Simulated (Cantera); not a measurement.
Input: 1 mol Fe, 10 mol NH₃, 1 mol H₂, 0.0012 mol H₂S, equilibrated at 1.00 bar.

These are equilibrium values from Cantera (NASA tables, ideal gas, pure condensed phases), not measurements of a reactor. Candidate condensed phases: Fe, FeS, FeS₂, S; 16 gas species. Rates play no part.

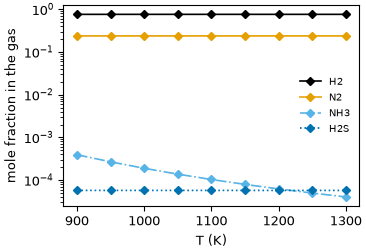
Figure. Equilibrium gas composition (values under 1e-9 drawn at 1e-9)

Task: Read off the mole fractions at 1150 K.

Result: H₂ about 0.76, N₂ about 0.24, NH₃ about 7.9e-5, H₂S about 5.7e-5.
